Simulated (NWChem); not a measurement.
# BN$_{2}$H$_{5}$ (charge −1): single-point calculation

System: BN$_{2}$H$_{5}$, charge −1, multiplicity 2.
Method: HF/6-311+G**, UHF (NWChem 7.3.0).

The geometry is that of the parent species in another charge or spin state. The geometry comes from this level: PBE0-D4/def2-TZVP.

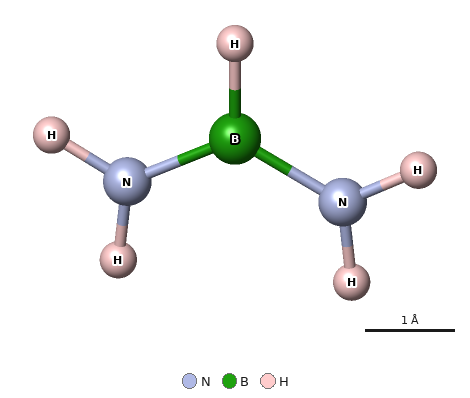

Fig. 1: The structure (ball-and-stick view, seen at an oblique angle).

Input:
```
start bh5n2
title "BH5N2 hf"
memory total 2200 mb
charge -1

geometry noautosym nocenter noautoz
   load bh5n2.xyz
end

basis spherical bse
   * library 6-311+G**
end

scf
   doublet
   uhf
   thresh 1e-08
   maxiter 80
   noprint "final vectors analysis"
end

task scf
```

File bh5n2.xyz:
```
8
BH5N2 hf
N     -0.971000     0.516500    -0.581100
B      0.194200     0.386600     0.200500
N      0.848200    -0.845200     0.401400
H     -1.426800    -0.244500    -1.053400
H     -1.423900     1.400900    -0.713700
H      0.649700     1.368600     0.718000
H      1.676700    -0.919800     0.960900
H      0.545000    -1.720300     0.011600
```

Launched with:
```bash
nwchem bh5n2.nw > bh5n2.out
```

Log:
```
Northwest Computational Chemistry Package (NWChem) 7.3.0
             --------------------------------------------------------

           Job information
           ---------------

    nwchem branch   = 7.3.0
    use scalapack   = T
    input           = bh5n2.nw
    prefix          = bh5n2.
    data base       = ./bh5n2.db
    status          = startup
    nproc           =        1

           Memory information
           ------------------

    heap     =     72089594 doubles =      550.0 Mbytes
    stack    =     72089599 doubles =      550.0 Mbytes
    global   =    144179200 doubles =     1100.0 Mbytes (distinct from heap & stack)
    total    =    288358393 doubles =     2200.0 Mbytes
    verify   = yes
    hardfail = no

           Directory information
           ---------------------

  0 permanent = .
  0 scratch   = .

                                NWChem Input Module
                                -------------------

                                     BH5N2 hf
                                     --------

 Scaling coordinates for geometry "geometry" by  1.889725989
 (inverse scale =  0.529177249)

                             Geometry "geometry" -> ""
                             -------------------------

 Output coordinates in angstroms (scale by  1.889725989 to convert to a.u.)

  No.       Tag          Charge          X              Y              Z
 ---- ---------------- ---------- -------------- -------------- --------------
    1 N                    7.0000    -0.97100000     0.51650000    -0.58110000
    2 B                    5.0000     0.19420000     0.38660000     0.20050000
    3 N                    7.0000     0.84820000    -0.84520000     0.40140000
    4 H                    1.0000    -1.42680000    -0.24450000    -1.05340000
    5 H                    1.0000    -1.42390000     1.40090000    -0.71370000
    6 H                    1.0000     0.64970000     1.36860000     0.71800000
    7 H                    1.0000     1.67670000    -0.91980000     0.96090000
    8 H                    1.0000     0.54500000    -1.72030000     0.01160000

      Atomic Mass
      -----------

      N                 14.003070
      B                 11.009310
      H                  1.007825

 Effective nuclear repulsion energy (a.u.)      68.8525998030

            Nuclear Dipole moment (a.u.)
            ----------------------------
        X                 Y               Z
 ---------------- ---------------- ----------------
     0.2496328031    -0.9127376525    -0.6273890282

            XYZ format geometry
            -------------------
     8
 geometry
 N                    -0.97100000     0.51650000    -0.58110000
 B                     0.19420000     0.38660000     0.20050000
 N                     0.84820000    -0.84520000     0.40140000
 H                    -1.42680000    -0.24450000    -1.05340000
 H                    -1.42390000     1.40090000    -0.71370000
 H                     0.64970000     1.36860000     0.71800000
 H                     1.67670000    -0.91980000     0.96090000
 H                     0.54500000    -1.72030000     0.01160000

 ==============================================================================
                                internuclear distances
 ------------------------------------------------------------------------------
       center one      |      center two      | atomic units |  angstroms
 ------------------------------------------------------------------------------
    2 B                |   1 N                |     2.66275  |     1.40906
    3 N                |   2 B                |     2.66271  |     1.40905
    4 H                |   1 N                |     1.89910  |     1.00496
    5 H                |   1 N                |     1.89432  |     1.00243
    6 H                |   2 B                |     2.26736  |     1.19984
    7 H                |   3 N                |     1.89446  |     1.00251
    8 H                |   3 N                |     1.89884  |     1.00483
 ------------------------------------------------------------------------------
                         number of included internuclear distances:          7
 ==============================================================================

 ==============================================================================
                                 internuclear angles
 ------------------------------------------------------------------------------
        center 1       |       center 2       |       center 3       |  degrees
 ------------------------------------------------------------------------------
    2 B                |   1 N                |   4 H                |   124.47
    2 B                |   1 N                |   5 H                |   121.89
    4 H                |   1 N                |   5 H                |   113.64
    1 N                |   2 B                |   3 N                |   122.92
    1 N                |   2 B                |   6 H                |   118.54
    3 N                |   2 B                |   6 H                |   118.54
    2 B                |   3 N                |   7 H                |   121.88
    2 B                |   3 N                |   8 H                |   124.47
    7 H                |   3 N                |   8 H                |   113.64
 ------------------------------------------------------------------------------
                            number of included internuclear angles:          9
 ==============================================================================

 Summary of "ao basis" -> "" (spherical)
 ------------------------------------------------------------------------------
       Tag                 Description            Shells   Functions and Types
 ---------------- ------------------------------  ------  ---------------------
 *                         6-311+G**                  on all atoms

                      Basis "ao basis" -> "ao basis" (spherical)
                      -----
  [basis functions not shown]

 Summary of "ao basis" -> "ao basis" (spherical)
 ------------------------------------------------------------------------------
       Tag                 Description            Shells   Functions and Types
 ---------------- ------------------------------  ------  ---------------------
 N                         6-311+G**                10       22   5s4p1d
 B                         6-311+G**                10       22   5s4p1d
 H                         6-311+G**                 4        6   3s1p

                                 NWChem SCF Module
                                 -----------------

                                     BH5N2 hf

  ao basis        = "ao basis"
  functions       =    96
  atoms           =     8
  alpha electrons =    13
  beta  electrons =    12
  charge          =  -1.00
  wavefunction    = UHF
  input vectors   = atomic
  output vectors  = ./bh5n2.movecs
  use symmetry    = F
  symmetry adapt  = F

 Summary of "ao basis" -> "ao basis" (spherical)
 ------------------------------------------------------------------------------
       Tag                 Description            Shells   Functions and Types
 ---------------- ------------------------------  ------  ---------------------
 N                         6-311+G**                10       22   5s4p1d
 B                         6-311+G**                10       22   5s4p1d
 H                         6-311+G**                 4        6   3s1p

 Forming initial guess at       0.1s

      Superposition of Atomic Density Guess
      -------------------------------------

 Sum of atomic energies:        -135.64839829

 Renormalizing density from      24.00 to     25

      Non-variational initial energy
      ------------------------------

 Total energy =    -141.071696
 1-e energy   =    -330.888120
 2-e energy   =     120.963824
 HOMO         =       0.191624
 LUMO         =       0.192439

 Starting SCF solution at       0.5s

 ----------------------------------------------
         Quadratically convergent UHF

 Convergence threshold     :          1.000E-08
 Maximum no. of iterations :           80
 Integral*density screening:          1.000E-10
 ----------------------------------------------

              iter       energy          gnorm     gmax       time
             ----- ------------------- --------- --------- --------
                 1     -136.4557867459  8.78D-01  1.23D-01      1.6
                 2     -136.5559412171  2.80D-01  4.17D-02      3.5
                 3     -136.5680386036  1.51D-02  3.59D-03      6.5
                 4     -136.5682167952  8.21D-04  1.98D-04     12.3
                 5     -136.5682170035  6.58D-07  4.21D-07     21.1
                 6     -136.5682170035  5.49D-10  3.49D-10     32.7

       Final UHF  results
       ------------------

         Total SCF energy =   -136.568217003492
      One electron energy =   -324.648125594546
      Two electron energy =    119.227308788035
 Nuclear repulsion energy =     68.852599803019

                       Sz =      0.5000
                 Sz(Sz+1) =      0.7500
                      S^2 =      0.7505

        Time for solution =     32.2s

          Final alpha eigenvalues
          -----------------------

              1
    1  -15.3820
    2  -15.3820
    3   -7.4420
    4   -1.0124
    5   -0.9742
    6   -0.5687
    7   -0.5368
    8   -0.5054
    9   -0.4425
   10   -0.3458
   11   -0.3098
   12   -0.2269
   13    0.0525
   14    0.1612
   15    0.1716
   16    0.1807
   17    0.2784
   18    0.2944
   19    0.3254
   20    0.3334
   21    0.3366
   22    0.3507
   23    0.3720

          Final beta eigenvalues
          ----------------------

              1
    1  -15.3811
    2  -15.3811
    3   -7.4420
    4   -1.0106
    5   -0.9720
    6   -0.5667
    7   -0.5360
    8   -0.5038
    9   -0.4423
   10   -0.3437
   11   -0.3100
   12   -0.2283
   13    0.1754
   14    0.1788
   15    0.1979
   16    0.2039
   17    0.2938
   18    0.3142
   19    0.3421
   20    0.3437
   21    0.3455
   22    0.3629
   23    0.3862

 center of mass
 --------------
 x =   0.01884352 y =  -0.01984373 z =  -0.01656542

 moments of inertia (a.u.)
 ------------------
         120.153572691406          69.608195970408         -63.352513196543
          69.608195970408         149.437894014825          31.328461377061
         -63.352513196543          31.328461377061         194.557356706299

  Mulliken analysis of the total density
  --------------------------------------

    Atom       Charge   Shell Charges
 -----------   ------   -------------------------------------------------------
    1 N    7     6.68   1.09  0.90  0.77  0.81  1.87  0.64  1.40 -0.95  0.13  0.02
    2 B    5     7.10   1.13  0.86  0.45  0.59  0.96  0.37  0.20  1.77  0.57  0.18
    3 N    7     6.68   1.09  0.90  0.77  0.81  1.87  0.64  1.40 -0.95  0.13  0.02
    4 H    1     0.88   0.26  0.42  0.15  0.05
    5 H    1     0.81   0.27  0.44  0.05  0.05
    6 H    1     1.17   0.26  0.61  0.29  0.01
    7 H    1     0.81   0.27  0.44  0.05  0.05
    8 H    1     0.88   0.26  0.42  0.15  0.05

  Mulliken analysis of the alpha density
  --------------------------------------

    Atom       Charge   Shell Charges
 -----------   ------   -------------------------------------------------------
    1 N    7     2.81   0.55  0.45  0.38  0.41  0.93  0.31  0.70 -0.98  0.05  0.01
    2 B    5     4.87   0.57  0.43  0.23  0.30  0.48  0.29  0.15  1.77  0.57  0.09
    3 N    7     2.81   0.55  0.45  0.38  0.41  0.93  0.31  0.70 -0.98  0.05  0.01
    4 H    1     0.52   0.13  0.21  0.16  0.02
    5 H    1     0.43   0.13  0.22  0.05  0.02
    6 H    1     0.60   0.13  0.31  0.15  0.01
    7 H    1     0.43   0.13  0.22  0.05  0.02
    8 H    1     0.52   0.13  0.21  0.16  0.02

   Mulliken analysis of the beta density
   -------------------------------------

    Atom       Charge   Shell Charges
 -----------   ------   -------------------------------------------------------
    1 N    7     3.86   0.55  0.45  0.38  0.40  0.93  0.32  0.71  0.03  0.08  0.01
    2 B    5     2.23   0.57  0.43  0.22  0.30  0.48  0.08  0.05  0.00  0.00  0.09
    3 N    7     3.86   0.55  0.45  0.38  0.40  0.93  0.32  0.71  0.03  0.08  0.01
    4 H    1     0.36   0.13  0.21 -0.01  0.02
    5 H    1     0.38   0.13  0.22 -0.00  0.02
    6 H    1     0.57   0.13  0.30  0.13  0.01
    7 H    1     0.38   0.13  0.22 -0.00  0.02
    8 H    1     0.36   0.13  0.21 -0.01  0.02

   Mulliken analysis of the spin density
   -------------------------------------

    Atom       Charge   Shell Charges
 -----------   ------   -------------------------------------------------------
    1 N    7    -1.05   0.00 -0.00 -0.00  0.01 -0.00 -0.01 -0.01 -1.01 -0.02  0.00
    2 B    5     2.64  -0.00  0.00  0.00 -0.00  0.00  0.21  0.09  1.77  0.57 -0.00
    3 N    7    -1.05   0.00 -0.00 -0.00  0.01 -0.00 -0.01 -0.01 -1.01 -0.02  0.00
    4 H    1     0.16  -0.00 -0.00  0.16  0.00
    5 H    1     0.05  -0.00 -0.00  0.05  0.00
    6 H    1     0.02   0.00  0.00  0.02  0.00
    7 H    1     0.05  -0.00 -0.00  0.05  0.00
    8 H    1     0.16  -0.00 -0.00  0.16  0.00

       Multipole analysis of the density wrt the origin
       ------------------------------------------------

     L   x y z        total         alpha         beta         nuclear
     -   - - -        -----         -----         ----         -------
     0   0 0 0     -1.000000    -13.000000    -12.000000     24.000000

     1   1 0 0      0.735434      0.749221     -0.263420      0.249633
     1   0 1 0      1.646435      2.401593      0.157579     -0.912738
     1   0 0 1      0.873299      1.344340      0.156348     -0.627389

     2   2 0 0    -29.841967    -57.917905    -41.267935     69.343874
     2   1 1 0     -2.597723     18.388325     19.688568    -40.674615
     2   1 0 1      3.762589    -17.269387    -18.717080     39.749055
     2   0 2 0    -29.816155    -50.817010    -33.693837     54.694692
     2   0 1 1     -0.562486      7.932298      8.473649    -16.968434
     2   0 0 2    -33.589198    -37.996021    -19.700011     24.106834

 Task  times  cpu:       32.7s     wall:       32.7s
 Total times  cpu:       32.7s     wall:       32.7s
```

Results in brief:

- outcome: converged
- total energy: −136.568217 hartree
- basis functions: 96
- ⟨S²⟩: 0.750
- hardware: 1 thread of Intel Xeon @ 2.90GHz (Ice Lake), 16 GiB of memory available, shared host
- wall time: 33 s
- peak memory: 0.1 GiB
